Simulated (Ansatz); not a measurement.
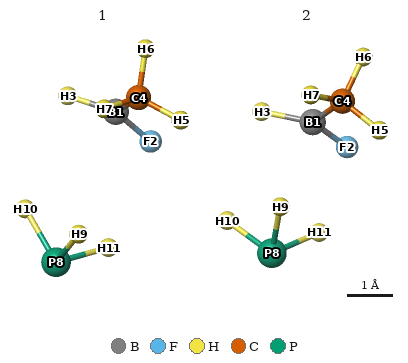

Two geometries of CH₇BFP, drawn at one scale. One is the start of a relaxation, the other its converged end. The picture is a ball-and-stick view, seen from a free direction.

Computed with RKS BLYP-D4/6-31G* in Ansatz. Set-up: no spin polarisation; force threshold 0.03 eV/Å; at most 50 steps.

Question: Which geometry has the lower energy?

Answer: Structure 1 is the relaxed one. The run prepares an end point of a later path (reaction) calculation, from a guessed geometry. After 18 accepted moves (22 points after the start) the energy has fallen by 0.163 eV. Largest force component: 0.56 eV/Å at the start, 0.028 eV/Å at the end. The line search rejected the trial steps at points 2, 6, 10, 17 of the run. The forces were under the threshold at step 11, but the run went on from there. The largest move after the best rigid fit is that of H9, 0.66 Å. Largest moves by element: H 0.66 Å, P 0.33 Å, B 0.33 Å, F 0.23 Å, C 0.11 Å. Some distances before and after: P8–H11 1.425 → 1.435 Å, B1–F2 1.339 → 1.345 Å, P8–H10 1.433 → 1.438 Å. Among the angles between lasting bonds that change: B1–C4–H7 114.2° → 111.0°, H5–C4–H6 105.5° → 108.1°, B1–C4–H6 106.8° → 109.0°. Groups turn about B1–C4 by about 25°. The run took 67 s on 1 thread of Arm Neoverse V1 (shared host), peak memory 0.14 GiB.
